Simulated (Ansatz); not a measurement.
**BH3SeO: a rigid scan of the dihedral angle H4–B1–Se2–O3**

Aim: the energy along the dihedral angle H4–B1–Se2–O3, from CCSD(T) and from cheaper methods, relative to the minimum. All other internal coordinates keep their values.

Method: single points in def2-TZVPP; program: Ansatz 0.2.0, Gaussian basis.

Levels: PBE-D4, r2SCAN-D4, PBE0-D4, B3LYP-D4, wB97M-V, Hartree-Fock, MP2, CCSD, CCSD(T). The scan takes -164.2, -138.5, -112.8, -87.0, -61.3, -35.6, -9.9°.

Correlated methods freeze the cores. Filled d shells of the heavier atoms are correlated. B3LYP uses VWN-RPA correlation.

### 1 Where the work starts

The minimum, relaxed at PBE0-D4: 6 atoms, charge 0, spin multiplicity 1.

Atoms are counted from 1 here; the program's logs count them from 0.

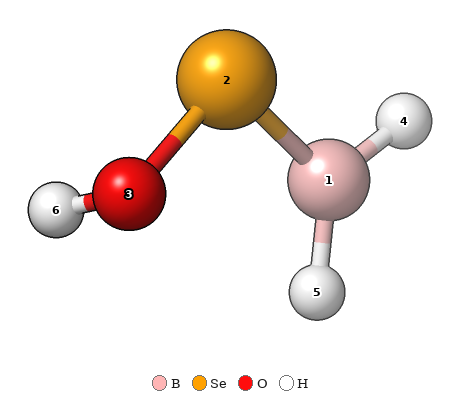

The starting geometry (boron pink, selenium orange, oxygen red, hydrogen white); atoms are numbered from 1 in the order of the file.

As a file:

```tsv
atom	x (Å)	y (Å)	z (Å)
B1	-0.92129	-0.05971	-0.60310
Se2	0.47852	-1.05231	0.15334
O3	1.23947	0.09732	1.31751
H4	-1.58372	-0.66977	-1.38665
H5	-1.10401	1.07744	-0.30606
H6	1.89103	0.60703	0.82496
```

Energies of the minimum (eV), from earlier single points: PBE-D4 -68109.53921, r2SCAN-D4 -68120.77158, PBE0-D4 -68111.68601, B3LYP-D4 -68123.93922, wB97M-V -68117.77353, CCSD(T) -68078.15303.

At the minimum the dihedral angle H4–B1–Se2–O3 is -177.9°.

### 2 H4–B1–Se2–O3 = -164.2°

ccsdt-tzvpp/in.yaml

```yaml
crystal:
  periodic: [false, false, false]
  atoms:
    - {symbol: B, position_ang: [-0.921287, -0.059714, -0.603099]}
    - {symbol: Se, position_ang: [0.478516, -1.052313, 0.153338]}
    - {symbol: O, position_ang: [0.971349, -0.074819, 1.587786]}
    - {symbol: H, position_ang: [-1.583723, -0.669769, -1.386647]}
    - {symbol: H, position_ang: [-1.104015, 1.077437, -0.306055]}
    - {symbol: H, position_ang: [1.617820, 0.569363, 1.281106]}
basis:
  gaussian: {orbitals: def2-TZVPP}
correlation: {method: ccsd_t}
```

No record of the launch command was kept for these runs.

After this run come: H4–B1–Se2–O3 = -138.5°; H4–B1–Se2–O3 = -112.8°; H4–B1–Se2–O3 = -87.0°; H4–B1–Se2–O3 = -61.3°; H4–B1–Se2–O3 = -35.6°; H4–B1–Se2–O3 = -9.9°.

Before running it: what results should come out? Wanted: highest point, CCSD(T); lowest point, CCSD(T); RMS deviation from CCSD(T); largest T1 diagnostic.

The runs gave:

| quantity | value |
| --- | --- |
| highest point, CCSD(T) | 141.9 kJ/mol at -87.0° |
| lowest point, CCSD(T) | 0.0 kJ/mol at -177.9° |
| RMS deviation from CCSD(T) | PBE-D4 5.0, r2SCAN-D4 4.8, PBE0-D4 1.8, B3LYP-D4 1.2, wB97M-V 0.8, Hartree-Fock 6.4, MP2 1.2, CCSD 1.7 kJ/mol |
| largest T1 diagnostic | 0.018 |

Over the points sampled the torsion costs at most 141.9 kJ/mol, enough to slow or lock the rotation at room temperature. A rigid scan overstates barriers, since nothing else may give way. wB97M-V follows the CCSD(T) curve best and Hartree-Fock worst.
